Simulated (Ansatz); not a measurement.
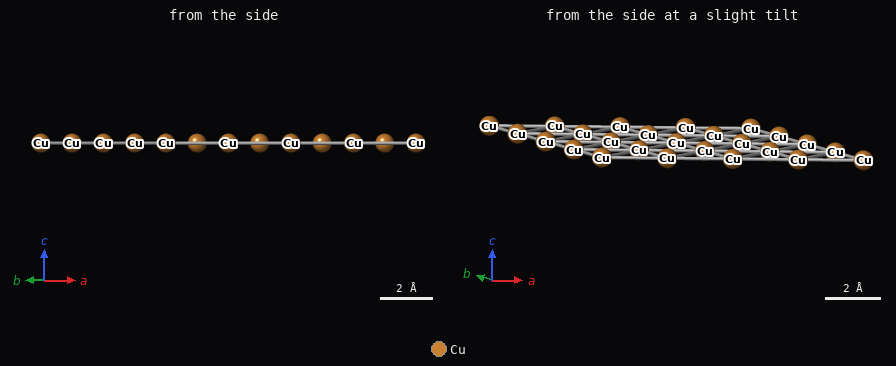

A ball-and-stick picture of a periodic sheet, seen from the side and from the side at a slight tilt. The surface normal points up in side views; the vacuum is left out. 4×4 cells are drawn in the plane, with atoms at the edges repeated.

The cell holds 1 Cu.

### How thick is it?

About 0.0 Å from the lowest to the highest atom.

### How are the atoms coordinated and connected?

Cu is coordinated by six Cu at about 2.4 Å. The bonds build Cu layers parallel to the surface.

The cell started as a structure type filled with this element by a generator (whether the element takes this form wasn't checked). Atoms and cell were optimised with Ansatz 0.2.0, DFT PBE, scalar-relativistic, plane waves, PAW.
